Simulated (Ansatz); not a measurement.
# CH4OSi (SMILES CO[SiH]): functionals against CCSD(T) at one geometry

A test off equilibrium: a structure displaced at random from a GFN2-xTB minimum is computed at several levels, and each is set against CCSD(T).

Computed with Ansatz 0.2.0, Gaussian basis. Level: single points in def2-TZVPP.

Cores are frozen in the correlated methods.

### Step 1. The system as given

SMILES `CO[SiH]`, 7 atoms, charge 0, spin multiplicity 1.

Atoms are counted from 1 here; the program's logs count them from 0.

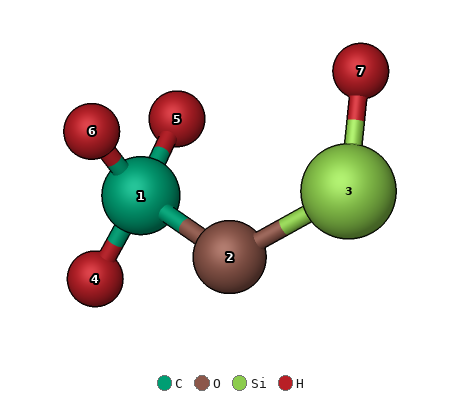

As it starts; carbon teal, oxygen brown, silicon green, hydrogen red; atoms are numbered from 1 in the order of the file.

Geometry (Å):

```xyz
7

C    -0.5245    0.4364   -0.3731
O    -0.4563   -0.6557    0.5744
Si    0.8641   -1.2572    1.0796
H    -1.5407    0.3103   -0.6868
H     0.3045    0.5528   -1.1775
H    -0.2395    1.2696    0.0410
H     1.9530   -0.6508    0.7197
```

### Step 2. CCSD(T)/def2-TZVPP

File run/in.yaml:

```yaml
crystal:
  periodic: [false, false, false]
  atoms:
    - {symbol: C, position_ang: [-0.524500, 0.436400, -0.373100]}
    - {symbol: O, position_ang: [-0.456300, -0.655700, 0.574400]}
    - {symbol: Si, position_ang: [0.864100, -1.257200, 1.079600]}
    - {symbol: H, position_ang: [-1.540700, 0.310300, -0.686800]}
    - {symbol: H, position_ang: [0.304500, 0.552800, -1.177500]}
    - {symbol: H, position_ang: [-0.239500, 1.269600, 0.041000]}
    - {symbol: H, position_ang: [1.953000, -0.650800, 0.719700]}
basis:
  gaussian: {orbitals: def2-TZVPP}
correlation: {method: ccsd_t}
output: {forces: true}
```

No record of the launch command was kept for these runs.

What it wrote, shortened:

```text
Functional definition: HF
  name "HF"
  cite "Fock, Z. Phys. 61, 126 (1930) doi:10.1007/BF01340294"
  parent pbe
[...]
937 factors; integrals over basis functions are off by at most 8.7e-4 eV
[...]
mean field -10992.18220669 eV, -403.9552453271 hartree, gradient 6.1e-6 eV, S^2 0.000000; 0 other end points of the search recorded, 0 dependent functions left out; unrestricted orbitals would lower it
7 core orbitals not correlated: weight in the atoms' cores, before any rotation towards them, 1.000 or more for the frozen orbitals, at most 0.000 for the correlated occupied ones
reference -10992.18220669 eV, -403.9552453271 hartree; 9, 9 occupied and 144, 144 virtual orbitals, 937 factors
second order -14.01401189 eV of doubles, -0.00000000 eV of singles
cycle   1  -14.38640703 eV  change   -3.7e-1 eV  update   9.5e-2
[...]
cycle  13  -14.89944103 eV  change   -7.8e-6 eV  update   3.3e-6
perturbative correction -0.55322727 eV, -0.0203307270 hartree
[...]
Total energy: -11007.63487499 eV, -404.5231204128 hartree
Atom 0 at    -0.524500     0.436400    -0.373100 Å, force     0.102077    -3.809282    -2.723248 eV/Å
Atom 1 at    -0.456300    -0.655700     0.574400 Å, force    -2.007281     2.607471    -2.412935 eV/Å
Atom 2 at     0.864100    -1.257200     1.079600 Å, force    -0.871963    -6.637396     4.819856 eV/Å
Atom 3 at    -1.540700     0.310300    -0.686800 Å, force    -0.255917     1.000444    -0.976871 eV/Å
Atom 4 at     0.304500     0.552800    -1.177500 Å, force    -1.412122    -1.788407     0.430788 eV/Å
Atom 5 at    -0.239500     1.269600     0.041000 Å, force     0.149545     4.946203     3.288898 eV/Å
Atom 6 at     1.953000    -0.650800     0.719700 Å, force     4.295661     3.680968    -2.426489 eV/Å
Dipole moment:     0.008720     0.540915    -0.406185 e Å
```

Wall time 49 s (4 threads, shared host); peak memory 2.2 GiB.

### Step 3. PBE0-D4/def2-TZVPP

Edit run/in.yaml of step 2 so:

```diff
@@ -12,3 +12,3 @@
   gaussian: {orbitals: def2-TZVPP}
-correlation: {method: ccsd_t}
-output: {forces: true}
+hamiltonian: {xc: pbe0, dispersion: d4}
+output: {forces: true, orbitals: {seedname: orbitals}}
```

The log in run was not kept; the run's report gives a total energy of -11018.738928 eV.

It took 1.2 s on 4 threads, shared host; peak memory 0.28 GiB.

### Step 4. wB97M-V/def2-TZVPP

Edit run/in.yaml of step 3 so:

```diff
@@ -12,3 +12,3 @@
   gaussian: {orbitals: def2-TZVPP}
-hamiltonian: {xc: pbe0, dispersion: d4}
-output: {forces: true, orbitals: {seedname: orbitals}}
+hamiltonian: {xc: {name: wB97M-V}}
+output: {forces: true}
```

What it wrote, shortened:

```text
Functional definition: wB97M-V
  name "wB97M-V"
  cite "Mardirossian & Head-Gordon, J. Chem. Phys. 144, 214110 (2016) doi:10.1063/1.4952647"
  cite "Becke, J. Chem. Phys. 107, 8554 (1997) doi:10.1063/1.475007"
  cite "Vydrov & Van Voorhis, J. Chem. Phys. 133, 244103 (2010) doi:10.1063/1.3521275"
  # Of w^i u^j: cxij and so on, Table III.
[...]
  gx(w, u) = 1 - cx + cx01*u + cx10*w
  gss(w, u) = css00 + css04*u^4 + css10*w + css20*w^2 + css43*w^4*u^3
  gos(w, u) = cos00 + cos10*w + (cos20 + cos21*u)*w^2 + (cos60 + cos61*u)*w^6
[...]
      + integral(e_c_pw_mod_opposite_spin*gos(b97_w_opposite, b97_u_opposite)) + vv10(b, c)
858 factors; their error is unknown
202 factors; integrals over basis functions are off by at most 1.3e-5 eV
[...]
mean field -11023.87561617 eV, -405.1199566430 hartree, gradient 5.1e-5 eV, S^2 0.000000; 0 other end points of the search recorded, 0 dependent functions left out
[...]
reference -11023.87565827 eV, -405.1199581901 hartree; 16, 16 occupied and 144, 144 virtual orbitals, 858 factors
Total energy: -11023.87565827 eV, -405.1199581901 hartree
Atom 0 at    -0.524500     0.436400    -0.373100 Å, force     0.095437    -3.839500    -2.689515 eV/Å
Atom 1 at    -0.456300    -0.655700     0.574400 Å, force    -1.792031     2.666554    -2.444808 eV/Å
Atom 2 at     0.864100    -1.257200     1.079600 Å, force    -1.020947    -6.625364     4.807689 eV/Å
Atom 3 at    -1.540700     0.310300    -0.686800 Å, force    -0.220602     1.001301    -0.950252 eV/Å
Atom 4 at     0.304500     0.552800    -1.177500 Å, force    -1.451831    -1.750832     0.502001 eV/Å
Atom 5 at    -0.239500     1.269600     0.041000 Å, force     0.150350     4.848013     3.219844 eV/Å
Atom 6 at     1.953000    -0.650800     0.719700 Å, force     4.239624     3.699827    -2.444959 eV/Å
Dipole moment:     0.011580     0.536591    -0.401786 e Å
```

Wall time 3.4 s (4 threads, shared host); peak memory 0.36 GiB.

### Step 5. r2SCAN-D4/def2-TZVPP

Edit run/in.yaml of step 4 so:

```diff
@@ -12,3 +12,3 @@
   gaussian: {orbitals: def2-TZVPP}
-hamiltonian: {xc: {name: wB97M-V}}
+hamiltonian: {xc: r2scan, dispersion: d4}
 output: {forces: true}
```

What it wrote, shortened:

```text
Functional definition: r2SCAN
  name "r2SCAN"
  cite "Furness, Kaplan, Ning, Perdew & Sun, J. Phys. Chem. Lett. 11, 8208 (2020) doi:10.1021/acs.jpclett.0c02405"
  cite "Furness, Kaplan, Ning, Perdew & Sun, J. Phys. Chem. Lett. 11, 9248 (2020) doi:10.1021/acs.jpclett.0c03077"
  parent r2scan
[...]
855 factors; their error is unknown
[...]
mean field -11023.03644116 eV, -405.0891175301 hartree, gradient 2.1e-5 eV, S^2 0.000000; 0 other end points of the search recorded, 0 dependent functions left out
[...]
reference -11023.03645171 eV, -405.0891179180 hartree; 16, 16 occupied and 144, 144 virtual orbitals, 855 factors
Total energy: -11023.06216467 eV, -405.0900628516 hartree
Atom 0 at    -0.524500     0.436400    -0.373100 Å, force     0.002049    -3.707068    -2.825251 eV/Å
Atom 1 at    -0.456300    -0.655700     0.574400 Å, force    -1.678705     2.457434    -2.267177 eV/Å
Atom 2 at     0.864100    -1.257200     1.079600 Å, force    -1.177966    -6.614056     4.813369 eV/Å
Atom 3 at    -1.540700     0.310300    -0.686800 Å, force    -0.266127     1.000551    -0.972489 eV/Å
Atom 4 at     0.304500     0.552800    -1.177500 Å, force    -1.388681    -1.751554     0.436161 eV/Å
Atom 5 at    -0.239500     1.269600     0.041000 Å, force     0.166560     4.898508     3.277339 eV/Å
Atom 6 at     1.953000    -0.650800     0.719700 Å, force     4.342871     3.716185    -2.461953 eV/Å
Dipole moment:     0.000530     0.557020    -0.416539 e Å
```

Wall time 1.9 s (4 threads, shared host); peak memory 0.18 GiB.

### Step 6. PBE-D4/def2-TZVPP

Edit run/in.yaml of step 5 so:

```diff
@@ -12,3 +12,3 @@
   gaussian: {orbitals: def2-TZVPP}
-hamiltonian: {xc: r2scan, dispersion: d4}
+hamiltonian: {xc: pbe, dispersion: d4}
 output: {forces: true}
```

What it wrote, shortened:

```text
Functional definition: PBE
  name "PBE"
  cite "Perdew, Burke & Ernzerhof, Phys. Rev. Lett. 77, 3865 (1996) doi:10.1103/PhysRevLett.77.3865"
[... 1 set-up line as earlier in the session ...]
[...]
855 factors; their error is unknown
[...]
mean field -11017.72631198 eV, -404.8939738822 hartree, gradient 2.4e-5 eV, S^2 0.000000; 0 other end points of the search recorded, 0 dependent functions left out
[...]
reference -11017.72634766 eV, -404.8939751934 hartree; 16, 16 occupied and 144, 144 virtual orbitals, 855 factors
Total energy: -11017.83840400 eV, -404.8980931879 hartree
Atom 0 at    -0.524500     0.436400    -0.373100 Å, force    -0.015676    -3.808017    -2.828002 eV/Å
Atom 1 at    -0.456300    -0.655700     0.574400 Å, force    -2.159338     2.459317    -2.265668 eV/Å
Atom 2 at     0.864100    -1.257200     1.079600 Å, force    -0.889001    -6.823078     4.984786 eV/Å
Atom 3 at    -1.540700     0.310300    -0.686800 Å, force    -0.528246     0.941804    -1.029026 eV/Å
Atom 4 at     0.304500     0.552800    -1.177500 Å, force    -1.214965    -1.641522     0.292404 eV/Å
Atom 5 at    -0.239500     1.269600     0.041000 Å, force     0.291709     5.122760     3.324622 eV/Å
Atom 6 at     1.953000    -0.650800     0.719700 Å, force     4.515519     3.748736    -2.479116 eV/Å
Dipole moment:    -0.000327     0.530833    -0.397785 e Å
```

Run time: 0.9 s. Hardware: 4 threads, shared host; peak memory 0.15 GiB.

### Step 7. CAM-B3LYP-D4/def2-TZVPP

Edit run/in.yaml of step 6 so:

```diff
@@ -12,3 +12,3 @@
   gaussian: {orbitals: def2-TZVPP}
-hamiltonian: {xc: pbe, dispersion: d4}
+hamiltonian: {xc: {name: CAM-B3LYP}, dispersion: d4}
 output: {forces: true}
```

What it wrote, shortened:

```text
Functional definition: CAM-B3LYP
  name "CAM-B3LYP"
  cite "Yanai, Tew & Handy, Chem. Phys. Lett. 393, 51 (2004) doi:10.1016/j.cplett.2004.06.011"
  cite "Iikura, Tsuneda, Yanai & Hirao, J. Chem. Phys. 115, 3540 (2001) doi:10.1063/1.1383587"
  cite "Becke, Phys. Rev. A 38, 3098 (1988) doi:10.1103/PhysRevA.38.3098"
  cite "Lee, Yang & Parr, Phys. Rev. B 37, 785 (1988) doi:10.1103/PhysRevB.37.785"
  cite "Vosko, Wilk & Nusair, Can. J. Phys. 58, 1200 (1980) doi:10.1139/p80-159"
[...]
  # Exact exchange under (alpha + beta erf(omega r))/r, Becke's under what is left of 1/r.
[...]
858 factors; their error is unknown
216 factors; integrals over basis functions are off by at most 1.6e-5 eV
[...]
mean field -11024.60438399 eV, -405.1467383663 hartree, gradient 2.3e-5 eV, S^2 0.000000; 0 other end points of the search recorded, 0 dependent functions left out
[...]
reference -11024.60449593 eV, -405.1467424800 hartree; 16, 16 occupied and 144, 144 virtual orbitals, 858 factors
Total energy: -11024.69760150 eV, -405.1501640468 hartree
Atom 0 at    -0.524500     0.436400    -0.373100 Å, force     0.083791    -3.890532    -2.630763 eV/Å
Atom 1 at    -0.456300    -0.655700     0.574400 Å, force    -1.506114     2.680746    -2.462774 eV/Å
Atom 2 at     0.864100    -1.257200     1.079600 Å, force    -1.226834    -6.554223     4.753894 eV/Å
Atom 3 at    -1.540700     0.310300    -0.686800 Å, force    -0.218060     1.010710    -0.953371 eV/Å
Atom 4 at     0.304500     0.552800    -1.177500 Å, force    -1.467248    -1.774431     0.496943 eV/Å
Atom 5 at    -0.239500     1.269600     0.041000 Å, force     0.121725     4.839390     3.235057 eV/Å
Atom 6 at     1.953000    -0.650800     0.719700 Å, force     4.212739     3.688339    -2.438986 eV/Å
Dipole moment:     0.016887     0.549890    -0.412639 e Å
```

Wall time 1.3 s (4 threads, shared host); peak memory 0.31 GiB.

### Step 8. SPW92/def2-TZVPP

Edit run/in.yaml of step 7 so:

```diff
@@ -12,3 +12,3 @@
   gaussian: {orbitals: def2-TZVPP}
-hamiltonian: {xc: {name: CAM-B3LYP}, dispersion: d4}
+hamiltonian: {xc: lda}
 output: {forces: true}
```

The log in run was not kept; the run's report gives a total energy of -10968.841174 eV.

It took 0.6 s on 4 threads, shared host; peak memory 0.15 GiB.

### Step 9. The levels compared

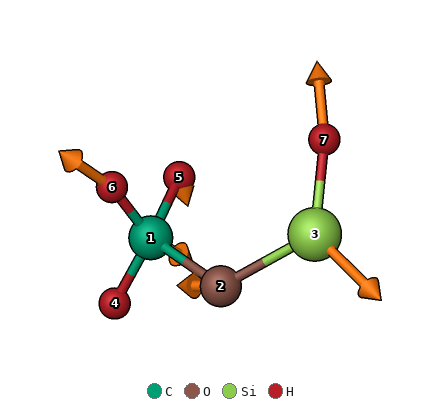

Forces at CCSD(T); the longest arrow is 8.25 eV/Å.

```
      method  RMS force component (eV/Å)  RMS error against CCSD(T) (eV/Å)  angle to CCSD(T) forces (°)  dipole (D)
     CCSD(T)                       2.986                                 0                            0        3.25
     PBE0-D4                       3.006                             0.141                          2.7        3.30
     wB97M-V                       2.970                             0.070                          1.3        3.22
   r2SCAN-D4                       2.966                             0.117                          2.2        3.34
      PBE-D4                       3.047                             0.142                          2.4        3.19
CAM-B3LYP-D4                       2.955                             0.145                          2.7        3.30
       SPW92                       3.041                             0.262                          4.9        3.20
```

Energy less the free neutral atoms in their ground states at the same level (atoms from separate runs):

```
      method                    rung  energy less atoms (kcal/mol)  from CCSD(T) (kcal/mol)
       SPW92                     LDA                        -623.2                    -97.1
      PBE-D4                     GGA                        -546.6                    -20.5
   r2SCAN-D4                meta-GGA                        -538.1                    -12.0
     PBE0-D4                  hybrid                        -535.6                     -9.5
CAM-B3LYP-D4  range-separated hybrid                        -544.5                    -18.4
     wB97M-V  range-separated hybrid                        -544.3                    -18.2
Hartree-Fock            wavefunction                        -374.7                   +151.4
         MP2            wavefunction                        -532.3                     -6.2
        CCSD            wavefunction                        -518.0                     +8.1
     CCSD(T)            wavefunction                        -526.1                        0
```

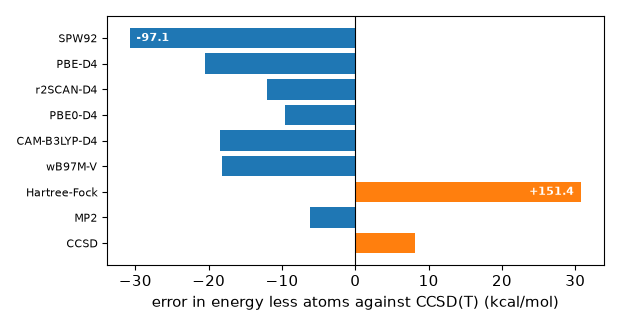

How far each level lands from CCSD(T). Bars with a number in them are cut short.

Cost and force error (times from a shared host):

```
      method   time  RMS force error (eV/Å)
     CCSD(T)   49 s                       0
     PBE0-D4  1.2 s                   0.141
     wB97M-V  3.4 s                   0.070
   r2SCAN-D4  1.9 s                   0.117
      PBE-D4  0.9 s                   0.142
CAM-B3LYP-D4  1.3 s                   0.145
       SPW92  0.6 s                   0.262
```

### Step 10. Summary of results

| quantity | value |
| --- | --- |
| energy less free atoms, CCSD(T)/def2-TZVPP | -526.1 kcal/mol |
| RMS force component | 2.955 to 3.047 eV/Å over the methods |
| RMS force error | PBE0-D4 0.141, wB97M-V 0.070, r2SCAN-D4 0.117, PBE-D4 0.142, CAM-B3LYP-D4 0.145, SPW92 0.262 eV/Å |
| HOMO and LUMO, PBE0-D4 | -5.50 and -1.72 eV |
| T1 diagnostic | 0.015 |

In words: Against CCSD(T) the functionals' energies less atoms differ by -97.1 to -9.5 kcal/mol, PBE-D4 by -20.5 kcal/mol. A larger basis would deepen the CCSD(T) value, while the functionals are nearly converged already, so the order here is not reliable. The forces of wB97M-V come nearest to CCSD(T), those of SPW92 are farthest. The restricted Hartree–Fock reference is unstable towards an unrestricted one at one or more of these structures.
